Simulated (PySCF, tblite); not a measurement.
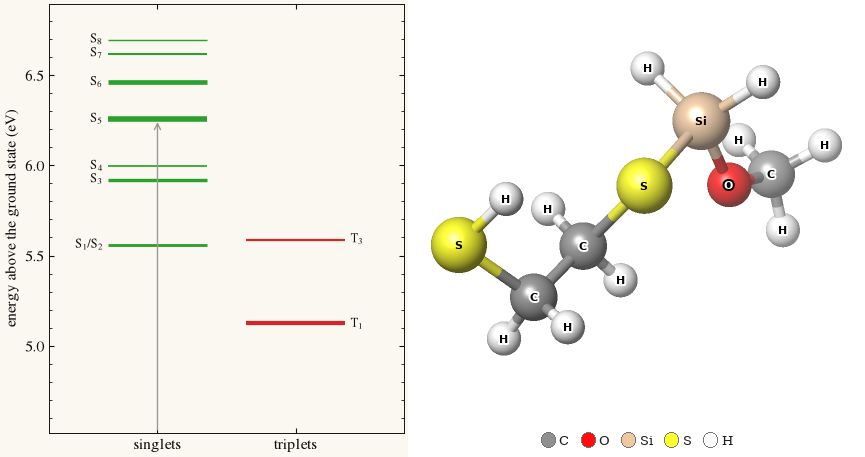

State diagram of C₃H₁₀OS₂Si, SMILES CO[SiH2]SCCS. Vertical TDDFT excitations, PBE0/def2-SVPD, PySCF 2.14.0, at a GFN2-xTB geometry (a minimum by its frequencies), gas phase. Triplets in the Tamm-Dancoff approximation; only the lowest 8 singlets and 3 triplets were computed. Thicker singlet lines are brighter; the arrow marks the brightest. S0, at zero, lies below the range drawn. States within 0.01 eV of each other are merged, with their strengths summed. The highest state may be half of a pair whose partner wasn't computed.

Question: What is the vertical gap between S1 and T1?

Answer: 0.44 eV: S1/S2 at 5.56 eV, T1 at 5.12 eV.

Question: What character does the calculation give T1?

Answer: Mainly HOMO−1 → LUMO (64 %) (T2 lies within 0.06 eV, too close to order).

Question: What are the energy, strength and character of the state that the arrow marks?

Answer: S5 at 6.26 eV (198 nm), f = 0.032, mainly HOMO → LUMO+3 (62 %).

Caveats: the tight-binding geometry is rougher than a DFT one and adds to the error; one conformer of a flexible molecule; core orbitals are frozen in the response.
